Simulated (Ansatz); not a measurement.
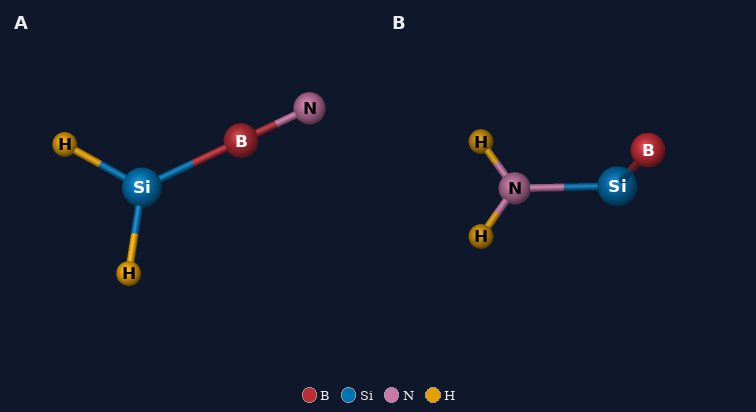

2 stationary structures of one formula. Geometries: PBE-D4/def2-SVP. Electronic energies: PBE-D4/def2-SVP (Ansatz 0.2.0), without zero-point energy. No frequency run is at hand to confirm each as a minimum.

> Rank them by energy, lowest first.

A is lowest; B lies 38.7 kcal/mol above it (Cs).
